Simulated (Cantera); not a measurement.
Input: 1 mol Si3N4, 15 mol F2, 0.65 mol Cl2, held at 0.960 bar.

Method: chemical equilibrium by Gibbs-energy minimisation in Cantera with the NASA 1993 tables (ideal gas, pure condensed phases). Candidate condensed phases: Si, Si3N4; 24 gas species. Rates play no part.

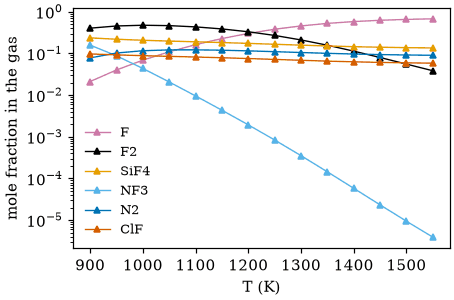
Figure. Equilibrium gas composition (values under 1e-9 drawn at 1e-9)

**Question.** Read off the mole fractions at 1300 K.

**Answer.** F about 0.46, F2 about 0.21, SiF4 about 0.16, N2 about 0.11, ClF about 0.068, NF3 about 0.00035.
